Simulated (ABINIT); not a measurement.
# Quasiparticle gap of BP (F-43m) in ABINIT, part 3 of 3

How does a plane-wave GW calculation on BP (F-43m) run from the first input to the gap?

ABINIT 10.8.3; LDA and many-body steps on it, plane waves. Known limits of the many-body steps: not at the basis limit.

So far. Step 4 (Empty states on the mesh, 6×6×6 mesh, 140 bands): On this mesh the gap is 1.318 eV. The earlier step found 1.229 eV, so this mesh misses an edge. Step 5 (Screening, 6×6×6 mesh, 132 bands, screening to 244.9 eV): Local fields lower ε∞ by 9 %.

**6. Self-energy, 6×6×6 mesh, 132 bands, screening to 244.9 eV**

The self-energy is evaluated for the states that the input lists, and the levels follow from it, in one-shot runs by the linearised quasiparticle equation.

This step: G0W0 on LDA, plane waves, norm-conserving pseudopotentials.

File run.abi:

```
acell 3*1.0 Angstrom
rprim 
  0.000000000000 2.269000000000 2.269000000000
  2.269000000000 0.000000000000 2.269000000000
  2.269000000000 2.269000000000 0.000000000000
ntypat 2
znucl 5 15
natom 2
typat 1 2
xred 
  0.000000000000 0.000000000000 0.000000000000
  0.250000000000 0.250000000000 0.250000000000
pp_dirpath "pseudos"
pseudos "B.upf, P.upf"
ecut 34
ngkpt 6 6 6
nshiftk 1
shiftk 0 0 0
kptopt 1
chksymbreak 0
istwfk *1
occopt 1
irdwfk 1
optdriver 4
nband 132
gwcalctyp 0
ecutsigx 34
symsigma 1
nkptgw 16
kptgw 
  0.0000000000 0.0000000000 0.0000000000
  0.1666666667 0.0000000000 0.0000000000
  0.3333333333 0.0000000000 0.0000000000
  0.5000000000 0.0000000000 0.0000000000
  0.1666666667 0.1666666667 0.0000000000
  0.3333333333 0.1666666667 0.0000000000
  0.5000000000 0.1666666667 0.0000000000
  -0.3333333333 0.1666666667 0.0000000000
  -0.1666666667 0.1666666667 0.0000000000
  0.3333333333 0.3333333333 0.0000000000
  0.5000000000 0.3333333333 0.0000000000
  -0.3333333333 0.3333333333 0.0000000000
  0.5000000000 0.5000000000 0.0000000000
  0.5000000000 0.3333333333 0.1666666667
  -0.3333333333 0.3333333333 0.1666666667
  -0.3333333333 0.5000000000 0.1666666667
bdgw 
  1 8
  1 8
  1 8
  1 8
  1 8
  1 8
  1 8
  1 8
  1 8
  1 8
  1 8
  1 8
  1 8
  1 8
  1 8
  1 8
ecuteps 9
irdscr 1
ppmodel 1
indata_prefix "in"
outdata_prefix "out"
tmpdata_prefix "tmp"
```

Run with:

```
OMP_NUM_THREADS=1 mpirun -n 4 abinit run.abi > log
```

Numbers of over 12 decimals in the logs are rounded to 6 here.

The log of the run:

```text
.Version 10.8.3 of ABINIT. v10.8.2 released Aug 2026.

 Symmetries : space group F-4 3 m (#216); Bravais cF (face-center cubic)
[... echo of the input left out ...]
== DATASET  1 ==================================================================
-   mpi_nproc: 4, omp_nthreads: 1 (-1 if OMP is not activated)

--- !DatasetInfo
iteration_state: {dtset: 1, }
dimensions: {natom: 2, nkpt: 16, mband: 132, nsppol: 1, nspinor: 1, nspden: 1, mpw: 1524, }
cutoff_energies: {ecut:  34.0, pawecutdg:  -1.0, }
electrons: {nelect:   8.00000000E+00, charge:   0.00000000E+00, occopt:   1.00000000E+00, tsmear:   1.00000000E-02, }

 SIGMA: Calculation of the GW corrections

 Based on a program developped by R.W. Godby, V. Olevano, G. Onida, and L. Reining.
 Incorporated in ABINIT by V. Olevano, G.-M. Rignanese, and M. Torrent.
.Using double precision arithmetic ; gwpc =  8

[... cell and pseudopotentials left out ...]
--------------------------------------------------------------------------------

 ==== K-mesh for the wavefunctions ====
 Number of points in the irreducible wedge :    16
[... list of points left out ...]
 Together with 24 symmetry operations and time-reversal symmetry
 yields   216 points in the full Brillouin Zone.

 ==== Q-mesh for screening function ====
 Number of points in the irreducible wedge :    16
[... list of points left out ...]
 Together with 24 symmetry operations and time-reversal symmetry
 yields   216 points in the full Brillouin Zone.

 vcoul_init : cutoff-mode = AUXILIARY_FUNCTION
 q-points for optical limit:   1
     1)      0.000010    0.000020    0.000030
 setmesh: FFT mesh size selected  =    32x   32x   32
          total number of points  =        32768

 Number of electrons calculated from density =    8.0000; Expected =    8.0000
 average of density, n =  0.050741
 r_s =    1.6757
 omega_plasma =   21.7288 [eV]

 === KS Band Gaps ===
  >>>> For spin  1
   Minimum direct gap =   3.3863 [eV], located at k-point      :   0.0000  0.0000  0.0000
   Fundamental gap    =   1.3176 [eV], Top of valence bands at :   0.0000  0.0000  0.0000
                                       Bottom of conduction at :   0.5000  0.5000  0.0000
 SIGMA fundamental parameters:
 PLASMON POLE MODEL  1
 number of plane-waves for SigmaX                 1459
 number of plane-waves for SigmaC and W            181
 number of plane-waves for wavefunctions          1459
 number of bands                                   132
 number of independent spin polarizations            1
 number of spinorial components                      1
 number of k-points in IBZ                          16
 number of q-points in IBZ                          16
 number of symmetry operations                      24
 number of k-points in BZ                          216
 number of q-points in BZ                          216
 number of frequencies for dSigma/dE                 9
 frequency step for dSigma/dE [eV]                0.25
 number of omega for Sigma on real axis              0
 max omega for Sigma on real axis  [eV]           0.00
 zcut for avoiding poles [eV]                     0.10

 EPSILON^-1 parameters (SCR file):
 dimension of the eps^-1 matrix on file            181
 dimension of the eps^-1 matrix used               181
 number of plane-waves for wavefunctions          1459
 number of bands                                   132
 number of q-points in IBZ                          16
 number of frequencies                               2
 number of real frequencies                          1
 number of imag frequencies                          1

 matrix elements of self-energy operator (all in [eV])

 Perturbative Calculation

--- !SelfEnergy_ee
iteration_state: {dtset: 1, }
kpoint     : [   0.000,    0.000,    0.000, ]
spin       : 1
KS_gap     :    3.386
QP_gap     :    4.293
Delta_QP_KS:    0.907
data: !SigmaeeData |
     Band     E0 <VxcDFT>   SigX SigC(E0)      Z dSigC/dE  Sig(E)    E-E0       E
        1  -8.139 -12.100 -20.550   7.858   0.640  -0.562 -12.479  -0.379  -8.519
        2   7.259 -13.209 -15.016   0.918   0.790  -0.266 -13.911  -0.702   6.557
        3   7.259 -13.209 -15.016   0.918   0.790  -0.266 -13.911  -0.702   6.557
        4   7.259 -13.209 -15.016   0.918   0.790  -0.266 -13.911  -0.702   6.557
        5  10.645 -12.021  -7.247  -4.515   0.792  -0.263 -11.816   0.205  10.850
        6  10.645 -12.021  -7.247  -4.515   0.792  -0.263 -11.816   0.205  10.850
        7  10.645 -12.021  -7.247  -4.515   0.792  -0.263 -11.816   0.205  10.850
        8  14.599 -12.654  -6.266  -6.268   0.765  -0.307 -12.563   0.091  14.690

--- !SelfEnergy_ee
iteration_state: {dtset: 1, }
kpoint     : [   0.167,    0.000,    0.000, ]
spin       : 1
KS_gap     :    4.647
QP_gap     :    5.546
Delta_QP_KS:    0.899
data: !SigmaeeData |
     Band     E0 <VxcDFT>   SigX SigC(E0)      Z dSigC/dE  Sig(E)    E-E0       E
        1  -7.642 -12.137 -20.399   7.553   0.655  -0.526 -12.601  -0.464  -8.106
        2   4.442 -12.633 -15.495   1.857   0.777  -0.287 -13.414  -0.781   3.661
[...]
--- !SelfEnergy_ee
iteration_state: {dtset: 1, }
kpoint     : [   0.333,    0.000,    0.000, ]
spin       : 1
KS_gap     :    5.337
QP_gap     :    6.253
Delta_QP_KS:    0.916
data: !SigmaeeData |
     Band     E0 <VxcDFT>   SigX SigC(E0)      Z dSigC/dE  Sig(E)    E-E0       E
[...]
--- !SelfEnergy_ee
iteration_state: {dtset: 1, }
kpoint     : [   0.500,    0.000,    0.000, ]
spin       : 1
KS_gap     :    5.515
QP_gap     :    6.441
Delta_QP_KS:    0.925
data: !SigmaeeData |
     Band     E0 <VxcDFT>   SigX SigC(E0)      Z dSigC/dE  Sig(E)    E-E0       E
[...]
--- !SelfEnergy_ee
iteration_state: {dtset: 1, }
kpoint     : [   0.167,    0.167,    0.000, ]
spin       : 1
KS_gap     :    4.129
QP_gap     :    5.076
Delta_QP_KS:    0.947
data: !SigmaeeData |
     Band     E0 <VxcDFT>   SigX SigC(E0)      Z dSigC/dE  Sig(E)    E-E0       E
[...]
--- !SelfEnergy_ee
iteration_state: {dtset: 1, }
kpoint     : [   0.333,    0.167,    0.000, ]
spin       : 1
KS_gap     :    5.407
QP_gap     :    6.421
Delta_QP_KS:    1.014
data: !SigmaeeData |
     Band     E0 <VxcDFT>   SigX SigC(E0)      Z dSigC/dE  Sig(E)    E-E0       E
[...]
--- !SelfEnergy_ee
iteration_state: {dtset: 1, }
kpoint     : [   0.500,    0.167,    0.000, ]
spin       : 1
KS_gap     :    5.811
QP_gap     :    6.864
Delta_QP_KS:    1.053
data: !SigmaeeData |
     Band     E0 <VxcDFT>   SigX SigC(E0)      Z dSigC/dE  Sig(E)    E-E0       E
[...]
--- !SelfEnergy_ee
iteration_state: {dtset: 1, }
kpoint     : [  -0.333,    0.167,    0.000, ]
spin       : 1
KS_gap     :    5.786
QP_gap     :    6.840
Delta_QP_KS:    1.054
data: !SigmaeeData |
     Band     E0 <VxcDFT>   SigX SigC(E0)      Z dSigC/dE  Sig(E)    E-E0       E
[...]
--- !SelfEnergy_ee
iteration_state: {dtset: 1, }
kpoint     : [  -0.167,    0.167,    0.000, ]
spin       : 1
KS_gap     :    5.419
QP_gap     :    6.460
Delta_QP_KS:    1.040
data: !SigmaeeData |
     Band     E0 <VxcDFT>   SigX SigC(E0)      Z dSigC/dE  Sig(E)    E-E0       E
[...]
--- !SelfEnergy_ee
iteration_state: {dtset: 1, }
kpoint     : [   0.333,    0.333,    0.000, ]
spin       : 1
KS_gap     :    4.822
QP_gap     :    5.817
Delta_QP_KS:    0.995
data: !SigmaeeData |
     Band     E0 <VxcDFT>   SigX SigC(E0)      Z dSigC/dE  Sig(E)    E-E0       E
[...]
--- !SelfEnergy_ee
iteration_state: {dtset: 1, }
kpoint     : [   0.500,    0.333,    0.000, ]
spin       : 1
KS_gap     :    5.549
QP_gap     :    6.582
Delta_QP_KS:    1.033
data: !SigmaeeData |
     Band     E0 <VxcDFT>   SigX SigC(E0)      Z dSigC/dE  Sig(E)    E-E0       E
[...]
--- !SelfEnergy_ee
iteration_state: {dtset: 1, }
kpoint     : [  -0.333,    0.333,    0.000, ]
spin       : 1
KS_gap     :    5.635
QP_gap     :    6.678
Delta_QP_KS:    1.043
data: !SigmaeeData |
     Band     E0 <VxcDFT>   SigX SigC(E0)      Z dSigC/dE  Sig(E)    E-E0       E
[...]
--- !SelfEnergy_ee
iteration_state: {dtset: 1, }
kpoint     : [   0.500,    0.500,    0.000, ]
spin       : 1
KS_gap     :    5.422
QP_gap     :    6.418
Delta_QP_KS:    0.996
data: !SigmaeeData |
     Band     E0 <VxcDFT>   SigX SigC(E0)      Z dSigC/dE  Sig(E)    E-E0       E
[...]
--- !SelfEnergy_ee
iteration_state: {dtset: 1, }
kpoint     : [   0.500,    0.333,    0.167, ]
spin       : 1
KS_gap     :    7.211
QP_gap     :    8.256
Delta_QP_KS:    1.045
data: !SigmaeeData |
     Band     E0 <VxcDFT>   SigX SigC(E0)      Z dSigC/dE  Sig(E)    E-E0       E
[...]
--- !SelfEnergy_ee
iteration_state: {dtset: 1, }
kpoint     : [  -0.333,    0.333,    0.167, ]
spin       : 1
KS_gap     :    8.408
QP_gap     :    9.494
Delta_QP_KS:    1.086
data: !SigmaeeData |
     Band     E0 <VxcDFT>   SigX SigC(E0)      Z dSigC/dE  Sig(E)    E-E0       E
[...]
--- !SelfEnergy_ee
iteration_state: {dtset: 1, }
kpoint     : [  -0.333,    0.500,    0.167, ]
spin       : 1
KS_gap     :    8.977
QP_gap     :   10.011
Delta_QP_KS:    1.034
data: !SigmaeeData |
     Band     E0 <VxcDFT>   SigX SigC(E0)      Z dSigC/dE  Sig(E)    E-E0       E
[...]
4   2.071 -11.951 -15.653   2.674   0.769  -0.300 -12.742  -0.791   1.280
        5  11.048 -11.427  -6.322  -4.800   0.795  -0.258 -11.184   0.243  11.291
        6  11.621 -11.370  -6.170  -4.892   0.796  -0.256 -11.124   0.245  11.866
        7  16.311 -12.202  -5.315  -6.535   0.762  -0.313 -11.933   0.269  16.580
        8  16.925 -12.153  -5.236  -6.537   0.760  -0.315 -11.864   0.289  17.214

 New Fermi energy :        2.810900E-01 Ha ,    7.648849E+00 eV
 New Exchange energy :    -2.506176E+00 Ha ,   -6.819653E+01 eV

 === QP Band Gaps ===
  >>>> For spin  1
   Minimum direct gap =   4.2932 [eV], located at k-point      :   0.0000  0.0000  0.0000
   Fundamental gap    =   2.1843 [eV], Top of valence bands at :   0.0000  0.0000  0.0000
                                       Bottom of conduction at :   0.5000  0.5000  0.0000

== END DATASET(S) ==============================================================
================================================================================

 -outvars: echo values of variables after computation  --------
           etotal      0.0000000000E+00
            nband         132
             nkpt          16
          spgroup         216
 [... the other variables as echoed above ...]

 Calculation completed.
```

The job ended after 7.5 min (4 MPI ranks of Arm Neoverse V2, shared host; peak memory 1 GiB; 30 min of CPU time).

This step gave:

| Item | Value |
| --- | --- |
| G0W0 gap on the mesh | 2.184 eV |
| starting gap on the mesh | 1.318 eV |
| k of the valence top | 0, 0, 0 |
| k of the conduction bottom | 0.5, 0.5, 0 |
| Z at the valence top | 0.79 |
| Z at the conduction bottom | 0.804 |
| least direct G0W0 gap on the computed points | 4.293 eV |

The gap on the mesh goes from 1.32 eV to 2.18 eV, a correction of +0.87 eV. The start differs from the 1.23 eV found before because the two sample other k points.

Limits: finite bands, cutoff and mesh. v1 is the top filled band, c1 the lowest empty one. The levels before and after the correction (eV, zero at the valence-band top of each column):

```csv
,conduction bottom,valence top
Kohn-Sham,1.32,0.00
G0W0,2.18,0.00
```

```csv
,level,energy (eV)
Kohn-Sham,Γ v3-v1,0.000
Kohn-Sham,Γ c1-c3,3.386
Kohn-Sham,(0.5 0.5 0) v3,-8.486
Kohn-Sham,(0.5 0.5 0) v2-v1,-4.104
Kohn-Sham,(0.5 0.5 0) c1,1.318
Kohn-Sham,(0.5 0.5 0) c2,1.560
Kohn-Sham,(0.5 0.5 0) c3,11.941
G0W0,Γ v3-v1,0.000
G0W0,Γ c1-c3,4.293
G0W0,(0.5 0.5 0) v3,-8.770
G0W0,(0.5 0.5 0) v2-v1,-4.234
G0W0,(0.5 0.5 0) c1,2.184
G0W0,(0.5 0.5 0) c2,2.499
G0W0,(0.5 0.5 0) c3,12.895
```

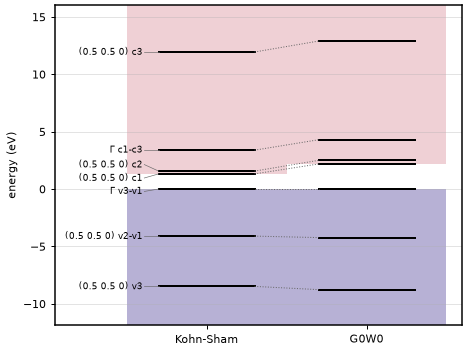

Levels before and after the correction. Shaded: valence and conduction bands.

**7. Where the time went**

Times are wall times on 4 MPI ranks of Arm Neoverse V2, shared host, good to a factor of about two.

```csv
step,time,share,memory (GiB)
ground state,3.3 s,1 %,0.25
bands along the symmetry lines,3.2 s,1 %,0.25
empty states on the mesh,13 s,2 %,0.74
screening,46 s,9 %,0.89
self-energy,7.5 min,87 %,1
```

**8. What came out**

```yaml
lda_gap: 1.21 eV, indirect
g0w0_gap_on_the_mesh: 2.18 eV
g0w0_gap_over_the_zone_rigid_shift: 2.08 eV
gw_settings: 6×6×6 mesh, 132 bands, screening to 244.9 eV, Godby-Needs plasmon pole
known_limits: not at the basis limit
```

G0W0 moves the gap on the mesh from 1.32 eV to 2.18 eV (+0.87 eV), with Z of 0.79 and 0.80 at the edges. The mesh misses the band edges by 0.11 eV in all; a rigid shift gives 2.08 eV for the zone. Local fields lower the RPA ε∞ on this mesh from 10.81 to 9.89. The dearest step here is «self-energy». Bands and cutoff are finite, so the gap is not at the basis limit. The miss can reach some tenths of an eV and take either sign; the mesh is an error of its own. A denser mesh or path gives a starting gap of 1.21 eV: the GW mesh misses a band edge, so its gaps are not the fundamental one.

[Paths, hosts, dates, memory and timing lines, banners, echoed tables and standing remarks are left out of the program output.]

[Logs are printed without paths, hosts, clocks, repeated set-up lines and the standing remarks that a program may print on its own settings, such as how far it seeks lower states.]

[Runs of the session that timed out or met a known fault of the program may be left out.]

[Hosts, paths, dates, database ids (printed as entryN), source tags and the programs' standing remarks are cut or masked in the printed files.]

[G0W0 gaps are taken among the corrected bands and points alone; a level outside them can change the order at an edge.]

[Where Ansatz stands beside ABINIT at settings called matched, ABINIT's density can come from a denser mesh and the files from another edition; pairs whose starting gaps differed by over 0.03 eV were left out, so agreement reads better than it is.]
